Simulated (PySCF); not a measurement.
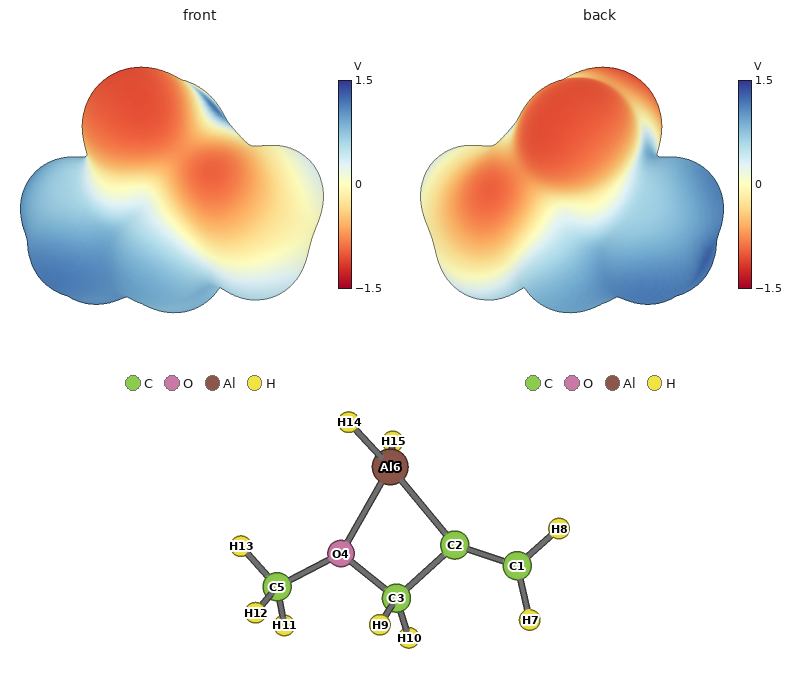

Figure. C4H9AlO (SMILES C=[C]1C[O+](C)[AlH2-]1). The electrostatic potential painted on the density surface at 0.001 e/bohr³, seen from the front and from behind; red is negative and blue positive. The bare structure is drawn below in the same view.

Geometry: GFN2-xTB.

Computed with PBE0/pcSseg-1, SCF density, gas phase, non-relativistic in PySCF.

```yaml
atoms:
  - { symbol: C, position_ang: [2.6418, -0.2753, -0.1427] }
  - { symbol: C, position_ang: [1.4005, 0.1511, 0.0709] }
  - { symbol: C, position_ang: [0.2126, -0.7007, -0.3443] }
  - { symbol: O, position_ang: [-0.8807, 0.1339, 0.0650] }
  - { symbol: C, position_ang: [-2.1714, -0.3679, -0.1782] }
  - { symbol: Al, position_ang: [0.1350, 1.5755, 0.7703] }
  - { symbol: H, position_ang: [2.8704, -1.2264, -0.6123] }
  - { symbol: H, position_ang: [3.4918, 0.3191, 0.1484] }
  - { symbol: H, position_ang: [0.1609, -1.6632, 0.1786] }
  - { symbol: H, position_ang: [0.1574, -0.8813, -1.4245] }
  - { symbol: H, position_ang: [-2.3296, -0.5253, -1.2496] }
  - { symbol: H, position_ang: [-2.3247, -1.3132, 0.3514] }
  - { symbol: H, position_ang: [-2.8803, 0.3721, 0.1879] }
  - { symbol: H, position_ang: [-0.2465, 1.6135, 2.2827] }
  - { symbol: H, position_ang: [-0.2415, 2.7962, -0.1255] }
```

### Describe the electrostatic potential map.

The most negative region (about −1.0 V) lies over H14 and H15, the most positive (about +1.2 V) over C5.
